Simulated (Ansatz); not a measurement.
A series of calculations on CH3Cl2

### Relaxation

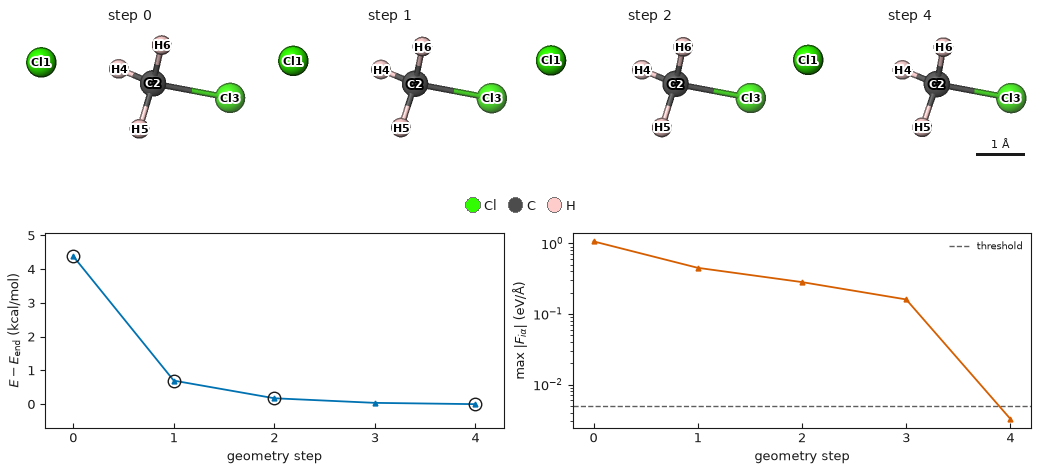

Frames of a relaxation of CH3Cl2 (charge −1) (started from a transition state, displaced along its imaginary mode), marked on the history of the run. The picture is a ball-and-stick view, seen at a tilt.

Level of theory: RKS PBE0-D4/def2-TZVPD in Ansatz 0.2.0.

Input file:
```yaml
crystal:
  periodic: [false, false, false]
  atoms:
    - {symbol: Cl, position_ang: [-1.579358, -0.220094, 1.822477]}
    - {symbol: C, position_ang: [0.195607, 0.027257, -0.225651]}
    - {symbol: Cl, position_ang: [1.419416, 0.197827, -1.637909]}
    - {symbol: H, position_ang: [-0.397400, -0.899636, -0.428884]}
    - {symbol: H, position_ang: [0.801004, -0.053858, 0.711939]}
    - {symbol: H, position_ang: [-0.439270, 0.948505, -0.241972]}
basis:
  gaussian: {orbitals: def2-TZVPD}
total_charge: -1
hamiltonian: {xc: pbe0, dispersion: d4}
relax: {f_tol: 0.005, max_steps: 200}
```

Run as
```bash
ansatz run in.yaml --threads 2 --pin off --events-out ev --progress --plain --max-ram 4352MiB
```

### What happens along the run?

After 4 geometry steps the energy has fallen by 4.39 kcal/mol. The largest force component goes from 1.1 to 0.0032 eV/Å. The largest move after the best rigid fit is that of Cl1, 0.32 Å. Largest moves by element: Cl 0.32 Å, C 0.09 Å, H 0.08 Å. Among the contacts that change: Cl1–C2 2.721 → 3.134 Å, C2–Cl3 1.877 → 1.814 Å, C2–H4 1.119 → 1.083 Å. Among the angles between lasting bonds that change: Cl3–C2–H4 106.5° → 108.6°. From step 0 to 1: Cl1 moves most (0.19 Å), energy −3.69 kcal/mol. From step 1 to 2: Cl1 moves most (0.06 Å), energy −0.52 kcal/mol. From step 2 to 4: Cl1 moves most (0.07 Å), energy −0.17 kcal/mol.

```
step  E − E(0), kcal/mol  largest force component, eV/Å
   0                0.00                         1.0674
   1               -3.69                         0.4506
   2               -4.21                         0.2828
   3               -4.35                         0.1605
   4               -4.39                         0.0032
```

Limits of the set-up: the start holds two separate molecules, 2.6 Å apart at their closest, whose relative position is a soft coordinate.

### Relaxation

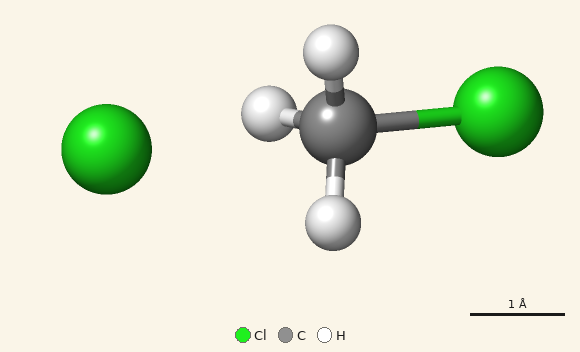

This is the input geometry for a relaxation of CH₃Cl₂ (charge −1) (started from a transition state, displaced along its imaginary mode). A ball-and-stick model, seen at a tilt.

These are results of RKS PBE0-D4/def2-TZVPD (Ansatz), not measurements.

Input file:
```yaml
crystal:
  periodic: [false, false, false]
  atoms:
    - {symbol: Cl, position_ang: [-1.425580, -0.198676, 1.644962]}
    - {symbol: C, position_ang: [-0.195773, -0.027279, 0.225844]}
    - {symbol: Cl, position_ang: [1.585031, 0.220878, -1.828967]}
    - {symbol: H, position_ang: [-0.372835, -0.895138, -0.455830]}
    - {symbol: H, position_ang: [0.823827, -0.050419, 0.683145]}
    - {symbol: H, position_ang: [-0.414670, 0.950635, -0.269154]}
basis:
  gaussian: {orbitals: def2-TZVPD}
total_charge: -1
hamiltonian: {xc: pbe0, dispersion: d4}
relax: {f_tol: 0.005, max_steps: 200}
```

Run as
```bash
ansatz run in.yaml --threads 2 --pin off --events-out ev --progress --plain --max-ram 4352MiB
```

**Where does the relaxation end?**

Cl3 moves most after the best rigid fit: 0.31 Å. Largest moves by element: Cl 0.31 Å, C 0.09 Å, H 0.08 Å. Some distances before and after: C2–Cl3 2.730 → 3.136 Å, Cl1–C2 1.886 → 1.814 Å, C2–H4 1.118 → 1.083 Å. Among the angles between lasting bonds that change: Cl1–C2–H4 106.6° → 108.6°. The energy falls by 17.6 kJ/mol in 4 geometry steps. The largest force component goes from 1.1 to 0.0045 eV/Å. The run took 14 s on 2 threads of Arm Neoverse V2 (shared host).

The structure at the end:

```xyz
6

Cl   -1.4395   -0.2006    1.6611
C    -0.2563   -0.0357    0.2958
Cl    1.7888    0.2493   -2.0641
H    -0.4000   -0.8639   -0.3878
H     0.7471   -0.0543    0.7040
H    -0.4401    0.9052   -0.2089
```

After the run, drawn alike:

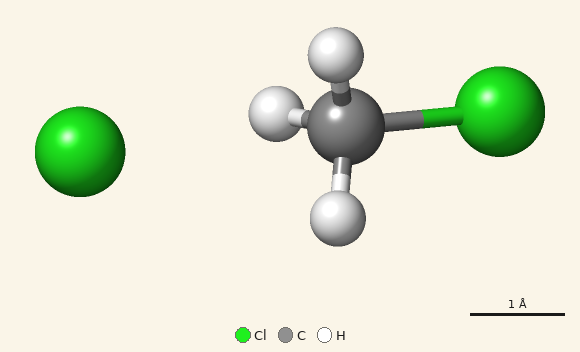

Limits of the set-up: the start holds two separate molecules, 2.6 Å apart at their closest, whose relative position is a soft coordinate.

### Reaction

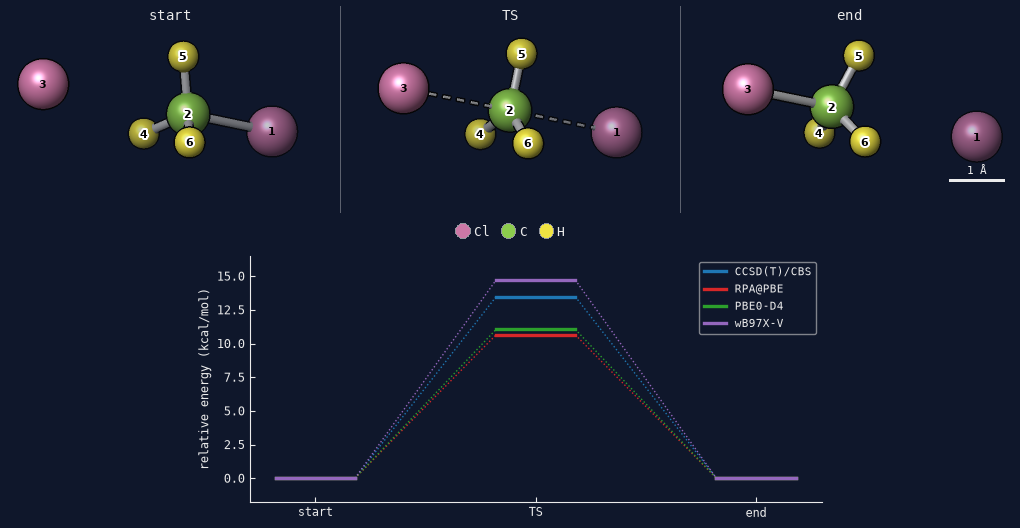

A reaction step of CH₃Cl₂ (charge −1), with its energy diagram. The picture is a ball-and-stick view, seen at a tilt. Dashed sticks mark bonds that form or break.

Stationary points at PBE0-D4/def2-TZVPD, single-point energies with CCSD(T)/CBS, RPA@PBE, PBE0-D4, wB97X-V (def2-TZVPPD where no basis is named; Ansatz 0.2.0). The energies are electronic, without zero-point or thermal terms, and both ends are the minima reached downhill from the saddle, with any fragments still in contact. CCSD(T)/CBS stands for a frozen-core estimate: MP2 correlation extrapolated from def2-TZVPPD and def2-QZVPPD, CCSD(T) minus MP2 from the smaller set.

**Describe the step and its energetics.**

From the start over the saddle to the end, a bond forms: C2–Cl3 (3.14 → 2.30 → 1.81 Å). A bond breaks: Cl1–C2 (1.81 → 2.30 → 3.13 Å). The saddle has one imaginary mode, 416i cm⁻¹. With CCSD(T)/CBS the barrier is 13.5 kcal/mol from the start and 13.5 kcal/mol from the end, and the end lies 0.0 kcal/mol above the start.

```
      level  barrier from the start (kcal/mol)  barrier from the end (kcal/mol)  the end less the start (kcal/mol)
CCSD(T)/CBS                               13.5                             13.5                                0.0
    RPA@PBE                               10.6                             10.6                                0.0
    PBE0-D4                               11.0                             11.0                                0.0
    wB97X-V                               14.7                             14.7                                0.0
```

Against CCSD(T)/CBS, wB97X-V comes closest on the barrier from the start (+1.2 kcal/mol) and RPA@PBE misses most (−2.8 kcal/mol).

Limits of the set-up: the start holds two separate molecules, 3.0 Å apart at their closest, whose relative position is a soft coordinate.

### Path

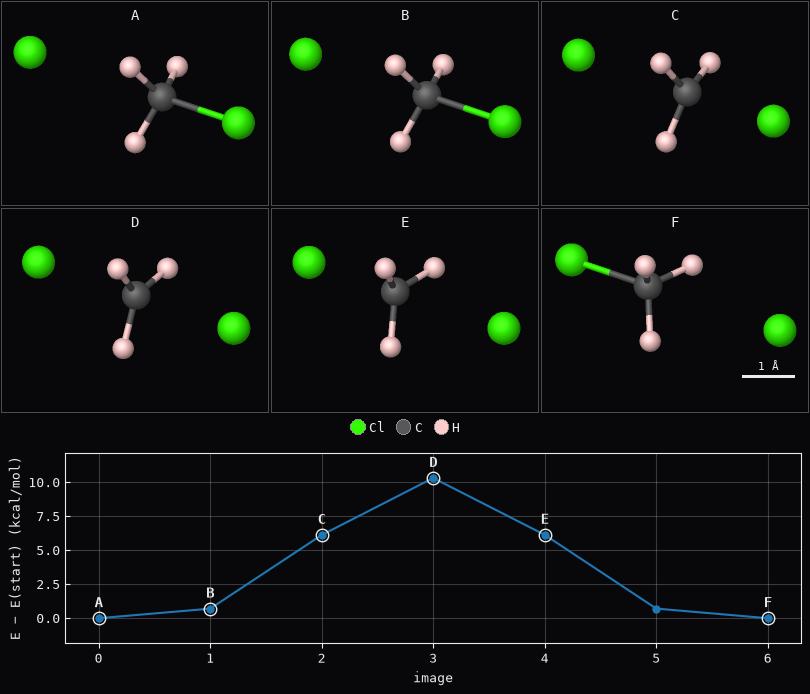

NEB run on CH3Cl2 (charge −1), made up of CH3Cl and Cl. Images are numbered from 0 (start) to 6 (end). Frames A to F are images 0, 1, 2, 3, 4, 6. A ball-and-stick model, seen at a tilt.

All numbers below come from Ansatz, RKS PBE0-D4/def2-SVPD.

The input:
```yaml
crystal:
  periodic: [false, false, false]
  atoms:
    - {symbol: Cl, position_ang: [-1.439484, -0.200596, 1.661056]}
    - {symbol: C, position_ang: [-0.256326, -0.035725, 0.295767]}
    - {symbol: Cl, position_ang: [1.788798, 0.249301, -2.064068]}
    - {symbol: H, position_ang: [-0.400000, -0.863906, -0.387826]}
    - {symbol: H, position_ang: [0.747084, -0.054279, 0.703994]}
    - {symbol: H, position_ang: [-0.440072, 0.905206, -0.208923]}
basis:
  gaussian: {orbitals: def2-SVPD}
total_charge: -1
hamiltonian: {xc: pbe0, dispersion: d4}
neb:
  images: 5
  climbing: true
  max_iterations: 40
  initial_path: idpp
  final_atoms:
    - {symbol: Cl, position_ang: [-1.788035, -0.249157, 2.063258]}
    - {symbol: C, position_ang: [0.256209, 0.035699, -0.295650]}
    - {symbol: Cl, position_ang: [1.439332, 0.200602, -1.660846]}
    - {symbol: H, position_ang: [-0.338146, -0.855286, -0.459188]}
    - {symbol: H, position_ang: [0.808890, -0.045669, 0.632672]}
    - {symbol: H, position_ang: [-0.378251, 0.913811, -0.280246]}
```

Launched with:
```bash
ansatz run in.yaml --threads 2 --pin off --events-out ev --progress --plain --max-ram 4352MiB
```

**Describe the mechanism and the energy profile.**

The two ends have the same energy, and the highest point, image 3, lies 10.3 kcal/mol above the start. Breaking: C–Cl (1.81 → 3.13 Å). Forming: C–Cl (3.14 → 1.81 Å). The band converged in 5 iterations. The largest component of the band force went from 0.65 to 0.017 eV/Å. The climbing image converged on the top of the path. Its curvatures weren't checked. The largest force component is 0.29 eV/Å at the start and 0.27 eV/Å at the end; an end with forces this large is no minimum, and the barrier measured from it can be far off.

Limits of the set-up: the start holds two separate molecules, 3.0 Å apart at their closest, whose relative position is a soft coordinate.
